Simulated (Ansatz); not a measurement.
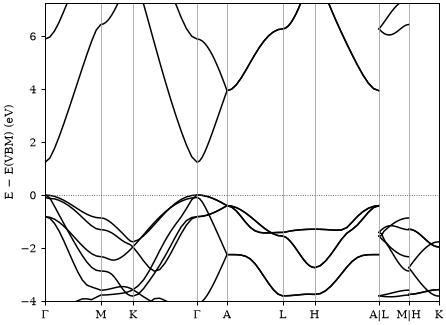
Fig. 1. Band structure from r²SCAN in the plane-wave PAW code Ansatz

Question: Read off the gap and where the band edges lie.

Answer: About 1.2 eV (1.24 eV by a search for the band edges); maximum at Γ, minimum at Γ.

The material is ZnO (wurtzite, P6_3mc).

The cell was relaxed with r²SCAN under the symmetry of its start; phonons on a q-mesh show no instability.

Potentials: the later of the program's two PAW sets.
